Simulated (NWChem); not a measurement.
# One shape, several levels: C2H5B (SMILES B[C]C)

Wanted: a comparison of 4 runs (UHF/def2-SVP, UB2PLYP/def2-SVP, UPBE0/def2-SVP, UB2PLYP/def2-TZVP) of C2H5B. 

Program for the calculation: NWChem 7.3.0.

## 1. The system as given

C2H5B: 8 atoms, total charge 0, spin state triplet. As SMILES, `B[C]C`. Geometry: relaxed at GFN2-xTB.

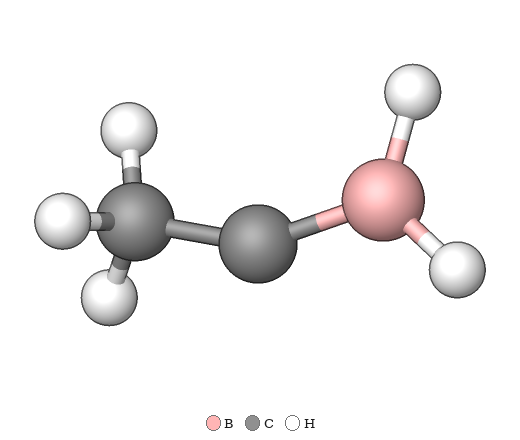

Viewed from a chosen angle; boron pink, carbon grey, hydrogen white.

## 2. Energy and forces at UHF/def2-SVP (run 1)

Contents of run.py:

```python
from ase import Atoms
from ase.calculators.nwchem import NWChem

atoms = Atoms(['B', 'C', 'C', 'H', 'H', 'H', 'H', 'H'], positions=[
    [-0.914510, 0.882590, -0.947350],
    [-0.207300, -0.217660, -0.286340],
    [0.690410, -0.725130, 0.716830],
    [-1.627420, 0.694220, -1.863460],
    [-0.781470, 1.994140, -0.565440],
    [0.887250, -0.003600, 1.522990],
    [1.651170, -0.979070, 0.255000],
    [0.301870, -1.645470, 1.167750],
])

calc = NWChem(
    label='c2h5b',
    theory='scf',
    memory='2200 mb',
    basis='def2-SVP',
    basispar='spherical bse',
    scf={'nopen': '2', 'uhf': None, 'thresh': '1e-08', 'maxiter': '80'},
)
atoms.calc = calc

forces = atoms.get_forces()
print("Total energy (eV):", round(atoms.get_potential_energy(), 6))
print("forces (eV/A):")
for s, f in zip(atoms.symbols, forces):
    print(f"{s:2s} {f[0]:10.5f} {f[1]:10.5f} {f[2]:10.5f}")
```

Launch:

```console
$ export ASE_NWCHEM_COMMAND="nwchem PREFIX.nwi > PREFIX.nwo"
$ python run.py
```

What it wrote:

```text
Total energy (eV): -2807.050261
forces (eV/A):
B    -0.43637    1.02572   -0.32231
C    -0.09976   -1.13617   -0.26014
C     0.83216   -0.33599    0.89171
H    -0.40701   -0.16213   -0.54739
H     0.05656    0.62884    0.20121
H    -0.01856   -0.08598   -0.08166
H     0.02808   -0.01445    0.10002
H     0.04494    0.08027    0.01861
```

The calculator wrote c2h5b.nwi:

```
title "c2h5b"

permanent_dir c2h5b

scratch_dir c2h5b

start c2h5b

geometry units angstrom nocenter noautosym noautoz
  B  -9.1451000000000005e-01 8.8258999999999999e-01 -9.4735000000000003e-01
  C  -2.0730000000000001e-01 -2.1765999999999999e-01 -2.8633999999999998e-01
  C  6.9040999999999997e-01 -7.2513000000000005e-01 7.1682999999999997e-01
  H  -1.6274200000000001e+00 6.9421999999999995e-01 -1.8634599999999999e+00
  H  -7.8147000000000000e-01 1.9941400000000000e+00 -5.6544000000000005e-01
  H  8.8724999999999998e-01 -3.5999999999999999e-03 1.5229900000000001e+00
  H  1.6511700000000000e+00 -9.7907000000000000e-01 2.5500000000000000e-01
  H  3.0187000000000003e-01 -1.6454700000000000e+00 1.1677500000000001e+00
end

memory 2200 mb

basis spherical bse noprint
   * library def2-SVP
end

scf
  nopen 2
  uhf
  thresh 1e-08
  maxiter 80
end

task scf gradient
```

c2h5b.nwo:

```text
Northwest Computational Chemistry Package (NWChem) 7.3.0
             --------------------------------------------------------

           Job information
           ---------------

    nwchem branch   = 7.3.0
    use scalapack   = T
    input           = c2h5b.nwi
    prefix          = c2h5b.
    data base       = c2h5b/c2h5b.db
    status          = startup
    nproc           =        1

           Memory information
           ------------------

    heap     =     72089600 doubles =      550.0 Mbytes
    stack    =     72089597 doubles =      550.0 Mbytes
    global   =    144179200 doubles =     1100.0 Mbytes (distinct from heap & stack)
    total    =    288358397 doubles =     2200.0 Mbytes
    verify   = yes
    hardfail = no

[... 37 lines left out ...]
            Nuclear Dipole moment (a.u.)
[... 86 lines left out ...]
 1-e energy   =    -246.274689
[... 7 lines left out ...]
         Quadratically convergent UHF
[... 14 lines left out ...]
       Final UHF  results
[... 3 lines left out ...]
      One electron energy =   -248.628078062285
[... 1 line left out ...]
 Nuclear repulsion energy =     56.276457695445
[... 34 lines left out ...]
          Final beta eigenvalues
[... 204 lines left out ...]
                     UHF Final Beta Molecular Orbital Analysis
[... 246 lines left out ...]
                         UHF ENERGY GRADIENTS

    atom               coordinates                        gradient
                 x          y          z           x          y          z
   1 B      -1.728173   1.667853  -1.790232    0.008486  -0.019947   0.006268
   2 C      -0.391740  -0.411318  -0.541104    0.001940   0.022095   0.005059
   3 C       1.304686  -1.370297   1.354612   -0.016183   0.006534  -0.017341
[... 4 lines of this table left out ...]
   8 H       0.570452  -3.109487   2.206728   -0.000874  -0.001561  -0.000362

                 ----------------------------------------
                 |  Time  |  1-e(secs)   |  2-e(secs)   |
                 ----------------------------------------
                 |  CPU   |       0.01   |       1.09   |
                 ----------------------------------------
                 |  WALL  |       0.01   |       1.09   |
                 ----------------------------------------

 Task  times  cpu:        8.2s     wall:        8.2s
 Total times  cpu:        8.3s     wall:        8.3s
```

Run time: 9.6 s. Hardware: 1 thread of Intel Xeon Platinum 8259CL at 2.50GHz (Skylake/Cascade Lake), shared host; peak memory 0.1 GiB.

## 3. The energy at UB2PLYP/def2-SVP (run 2)

Contents of geom.nw:

```
start geom
memory 2200 mb

geometry noautosym nocenter noautoz
 B     -0.914510     0.882590    -0.947350
 C     -0.207300    -0.217660    -0.286340
 C      0.690410    -0.725130     0.716830
 H     -1.627420     0.694220    -1.863460
 H     -0.781470     1.994140    -0.565440
 H      0.887250    -0.003600     1.522990
 H      1.651170    -0.979070     0.255000
 H      0.301870    -1.645470     1.167750
end

basis spherical bse
 * library def2-SVP
end

dft
 xc hfexch 0.53 becke88 0.47 lyp 0.73 mp2 0.27
 dftmp2 semidirect
 mult 3
 grid xfine
 convergence energy 1e-08
 maxiter 100
 mulliken
 noprint "final vectors analysis"
end

mp2
 freeze core 3
end

task dft energy
```

Launch:

```console
$ nwchem geom.nw > geom.out
```

What it wrote:

```text
[...]
          Wavefunction type:  spin polarized.
          No. of atoms     :     8
          No. of electrons :    22
[...]
          Charge           :     0
          Spin multiplicity:     3
[...]
          AO basis - number of functions:    67
[...]
              XC Information
              --------------
                     Hartree-Fock (Exact) Exchange  0.530
                    Becke 1988 Exchange Functional  0.470
              Lee-Yang-Parr Correlation Functional  0.730
[...]
 d= 0,ls=0.0,diis     1   -103.5731441954 -1.60D+02  4.96D-03  4.74D-02     4.7
[...]
 d= 0,ls=0.0,diis    10   -103.6189909304 -8.28D-09  4.66D-07  2.30D-10    45.0
[...]
         Total DFT energy =     -103.618990930361
      One electron energy =     -248.796300840766
           Coulomb energy =      105.391229531423
    Exchange-Corr. energy =      -16.490377316463
 Nuclear repulsion energy =       56.276457695445
[...]
      Total Density - Mulliken Population Analysis
     ---------------------------------------------
    Atom       Charge   Shell Charges
 -----------   ------   -------------------------------------------------------
    1 B    5     4.96   1.99  0.80  0.18  1.55  0.40  0.05
    2 C    6     6.11   1.99  0.97  0.42  1.88  0.83  0.02
    3 C    6     5.97   1.99  0.88  0.07  2.12  0.87  0.03
    4 H    1     1.05   0.76  0.28  0.01
    5 H    1     1.06   0.75  0.29  0.01
    6 H    1     0.95   0.74  0.19  0.02
    7 H    1     0.94   0.74  0.18  0.03
    8 H    1     0.95   0.74  0.18  0.02
[...]
      <S2> =      2.0097 (Exact =     2.0000)
[...]
  Basis functions       =     67
[...]
```

Wall time 47 s (1 thread of Intel Xeon Platinum 8259CL at 2.50GHz (Skylake/Cascade Lake), shared host); peak memory 0.17 GiB.

Run 3 isn't shown in full; the table further down has it.

## 4. A single-point energy at UB2PLYP/def2-TZVP (run 4)

Contents of sp.nw:

```
start sp
memory stack 880 mb heap 220 mb global 1100 mb

geometry units angstroms noautosym nocenter noautoz
B     -0.914510     0.882590    -0.947350
C     -0.207300    -0.217660    -0.286340
C      0.690410    -0.725130     0.716830
H     -1.627420     0.694220    -1.863460
H     -0.781470     1.994140    -0.565440
H      0.887250    -0.003600     1.522990
H      1.651170    -0.979070     0.255000
H      0.301870    -1.645470     1.167750
end

basis spherical bse
* library def2-TZVP
end

dft
xc hfexch 0.53 becke88 0.47 lyp 0.73 mp2 0.27
dftmp2 semidirect
mult 3
grid fine
convergence energy 1e-08
maxiter 100
mulliken
end

mp2
freeze core 3
end

task dft energy
```

Launch:

```console
$ nwchem sp.nw > sp.out
```

What it wrote:

```text
[...]
          Wavefunction type:  spin polarized.
          No. of atoms     :     8
          No. of electrons :    22
[...]
          Charge           :     0
          Spin multiplicity:     3
[...]
          AO basis - number of functions:   123
[...]
              XC Information
              --------------
                     Hartree-Fock (Exact) Exchange  0.530
                    Becke 1988 Exchange Functional  0.470
              Lee-Yang-Parr Correlation Functional  0.730
[...]
 d= 0,ls=0.0,diis     1   -103.6861969878 -1.60D+02  2.01D-03  6.41D-02     6.3
[...]
 d= 0,ls=0.0,diis    11   -103.7340828656 -6.74D-10  1.35D-07  4.81D-11    62.1
[...]
         Total DFT energy =     -103.734082865618
      One electron energy =     -249.019003170484
           Coulomb energy =      105.534645975523
    Exchange-Corr. energy =      -16.526183366103
 Nuclear repulsion energy =       56.276457695445
[...]
      Total Density - Mulliken Population Analysis
     ---------------------------------------------
    Atom       Charge   Shell Charges
 -----------   ------   -------------------------------------------------------
    1 B    5     5.09   0.92  1.06  0.52  0.48  0.06  1.00  0.83  0.12  0.04  0.06  0.01
    2 C    6     5.98   0.86  1.12  0.57  0.63  0.11  1.18  1.17  0.30  0.01  0.05  0.01
    3 C    6     6.32   0.85  1.12  0.50  0.64  0.13  1.33  1.29  0.39  0.02  0.05  0.00
    4 H    1     1.00   0.27  0.51  0.22  0.01
    5 H    1     1.01   0.27  0.51  0.23  0.01
    6 H    1     0.87   0.27  0.48  0.10  0.02
    7 H    1     0.86   0.27  0.48  0.10  0.02
    8 H    1     0.86   0.27  0.48  0.10  0.02
[...]
      <S2> =      2.0102 (Exact =     2.0000)
[...]
  Basis functions       =    123
[...]
```

Run time: 77 s. Hardware: 1 thread of Intel Xeon Platinum 8259CL at 2.50GHz (Skylake/Cascade Lake), shared host; peak memory 0.4 GiB.

## 5. All runs side by side

```csv
run,level,task,iteration cap,energy (Eh),dipole moment (D),HOMO energy (eV),LUMO energy (eV),wall time
1,UHF/def2-SVP,gradient,80,-103.157195,1.53,-9.79,1.25,9.6 s
2,UB2PLYP/def2-SVP,energy,100,-103.722681,1.83,–,–,47 s
3,UPBE0/def2-SVP,gradient,100,-103.719481,2.02,-6.08,-3.10,55 s
4,UB2PLYP/def2-TZVP,energy,100,-103.857478,1.82,-7.41,-1.64,77 s
```

## 6. Outcome

```
                                                       quantity          value
                                            run 4: total energy  -103.85748 Eh
                                run 4: dipole moment (SCF part)         1.82 D
run 4: HOMO energy (SCF part's orbitals) (highest over α and β)       -7.41 eV
 run 4: LUMO energy (SCF part's orbitals) (lowest over α and β)       -1.64 eV
                                                    run 4: ⟨S²⟩          2.010
```

In words: The dipole moment (its size) runs from 1.53 D (UHF/def2-SVP) to 2.02 D (UPBE0/def2-SVP). Totals of different functionals can't be ranked against each other. All runs together took 3.1 min, the longest 77 s.
